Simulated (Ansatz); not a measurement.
# ZrCH3 (quartet): geometry optimisation

Aim: relax a generated start of ZrCH3 (quartet) and see which bonds hold.

Computed with Ansatz 0.2.0, Gaussian basis. Level: UKS PBE0/def2-TZVP.

## Step 1: Where the work starts

5 atoms, charge 0, spin multiplicity 4.

Atoms are counted from 1 here; the program's logs count them from 0.

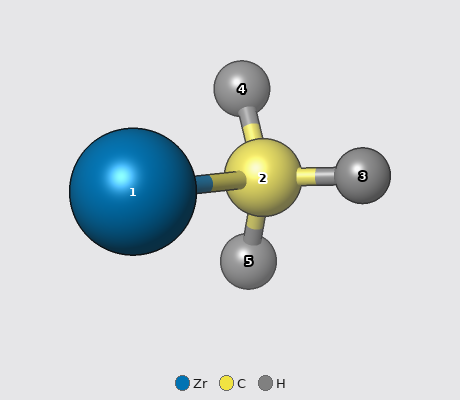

The starting geometry (zirconium blue, carbon yellow, hydrogen grey); atoms are numbered from 1 in the order of the file.

The start was built by rule and, where that kept it together, relaxed with GFN2-xTB. Sticks and bond lists go by distance. No spin-orbit coupling is included. Elements past krypton take def2 core potentials.

## Step 2: Relaxation

File in.yaml:

```yaml
crystal:
  periodic: [false, false, false]
  atoms:
    - {symbol: Zr, position_ang: [-0.322842, 0.002306, 0.001857]}
    - {symbol: C, position_ang: [1.886648, -0.013477, -0.010851]}
    - {symbol: H, position_ang: [2.238352, -1.066797, -0.007686]}
    - {symbol: H, position_ang: [2.254831, 0.513828, 0.894457]}
    - {symbol: H, position_ang: [2.244299, 0.504843, -0.925521]}
basis:
  gaussian: {orbitals: def2-TZVP}
magnetization: {spin_polarized: true, initial_magnetization: 3}
hamiltonian: {xc: pbe0}
relax: {f_tol: 0.004, max_steps: 80}
```

Started as:

```sh
$ ansatz run in.yaml --threads 1 --pin off --events-out ev --progress --plain --max-ram 2176MiB
```

What does the calculation give? Wanted: energy gained; shift from the start; total energy; dipole moment; ⟨S²⟩.

As calculated:

```
                  quantity          value
                     steps              4
             energy gained       0.015 eV
shift from the start (rms)        0.021 Å
              total energy  -2361.5538 eV
             dipole moment         1.81 D
                      ⟨S²⟩          3.755
```

The bonds of the start are those of the end. Zr1–C2 went from 2.210 to 2.198 Å. No vibrations were run, so this is a stationary point, not a proven minimum, and this spin need not be the ground state's.
